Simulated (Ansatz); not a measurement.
## Electronic structure of C₂H₆NSi (charge +1) in real space

```
atom    x (Å)    y (Å)    z (Å)
   C  -0.7012   1.9750  -1.0465
   C  -0.2916   0.7729  -0.3756
   N   0.0408  -0.2036   0.1695
  Si   0.5653  -1.7476   1.0320
   H  -0.1886   2.8493  -0.5914
   H  -1.8006   2.1014  -0.9482
   H  -0.4333   1.9113  -2.1228
   H  -0.2294  -2.7933   0.3281
   H   0.1681  -1.4790   2.4430
   H   2.0331  -1.7761   0.7748
```

All numbers below come from RKS PBE-D4/def2-SVP in Ansatz 0.2.0.

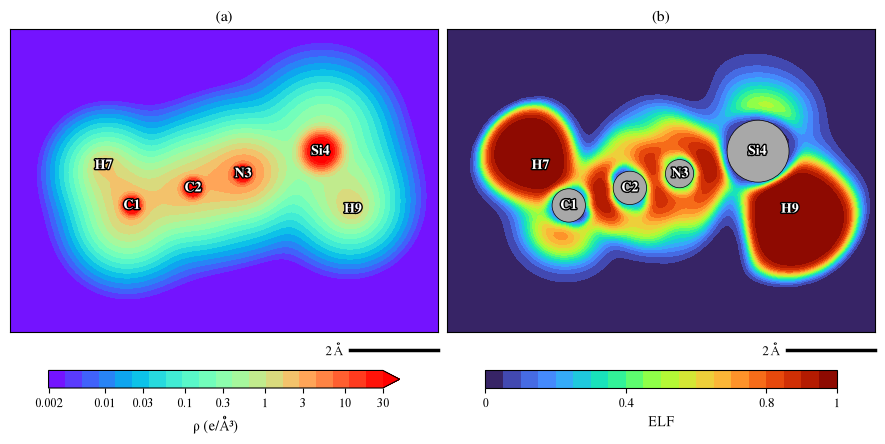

Figure 1. (a) total electron density; (b) ELF on the plane of atoms C2, C1 and H7. Grey discs cover the atomic cores in the ELF map.

Interpret the plot.

Answer. The plane passes through C, N, Si and H nuclei. C–N (1.17 Å): ρ is about 3.3 e/Å³ halfway; the ELF peaks at about 0.85 between the atoms; a multiple bond. C–C (1.44 Å): ρ is about 1.8 e/Å³ halfway; the ELF peaks at about 0.95 between the atoms; a covalent bond. Si–N (1.84 Å): the density is about 0.77 e/Å³ at the midpoint; the ELF peaks at about 0.95 between the atoms (a polar covalent bond). C–H (1.11 Å): ρ is about 1.9 e/Å³ halfway; the ELF climbs to about 1 towards the hydrogen, as it does in any bond to H: a covalent bond by its length. Si–H (1.49 Å): ρ is about 0.8 e/Å³ halfway; the ELF climbs to about 1 towards the hydrogen.

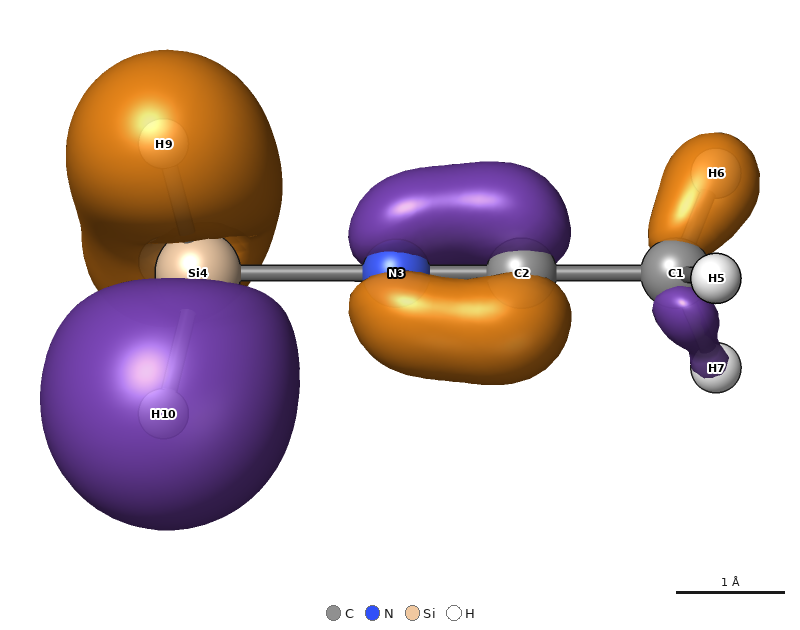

Figure 2. The HOMO at ±0.1 Å⁻³ᐟ² (orange and purple are the two phases), seen from one side.

Describe this orbital and give its energy.

Answer. Its weight (Hirshfeld) is mainly on Si4 (about 35 %), H10 (about 30 %), H9 (about 10 %), H8 (about 10 %) and N3 (about 5 %). It is one of a degenerate set, so its orientation is arbitrary. Its energy is −13.39 eV.

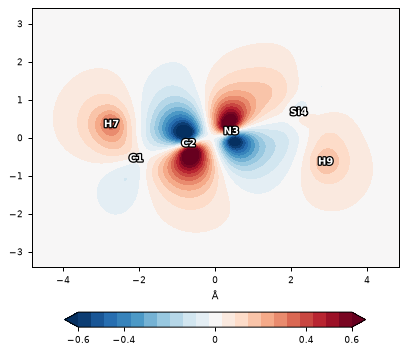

Figure 3. The LUMO on the plane of atoms C2, C1 and H7 (values in Å⁻³ᐟ²; the overall sign is arbitrary).

Describe this orbital and give its energy.

Answer. Its weight (Hirshfeld) is mainly on C2 (about 40 %), N3 (about 30 %) and C1 (about 10 %); π-antibonding (π*) across C2–N3. It is one of a degenerate set, so its orientation is arbitrary. Its energy is −7.28 eV.
